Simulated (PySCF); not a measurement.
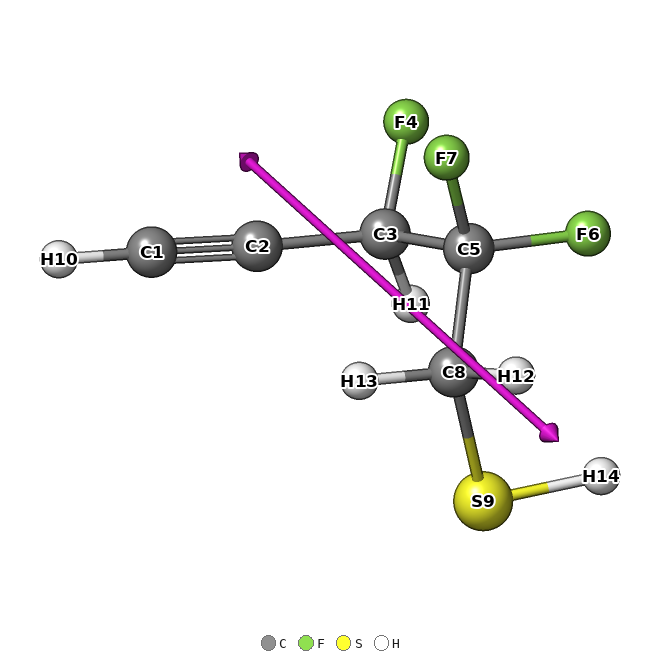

The double arrow shows the direction of the transition dipole to excited singlet state 5 (its length means nothing). Computed geometry: GFN2-xTB optimisation. No frequency run is at hand to confirm it as a minimum. Properties computed with TDDFT B3LYP/def2-SVPD, vertical, gas phase, core orbitals frozen in the response (PySCF 2.14.0).

Question. Where does the transition lie, and how strong is it?

Answer. 6.57 eV (189 nm), oscillator strength 0.016, mainly HOMO → LUMO+3 (weight 0.70); transition dipole 0.79 D.
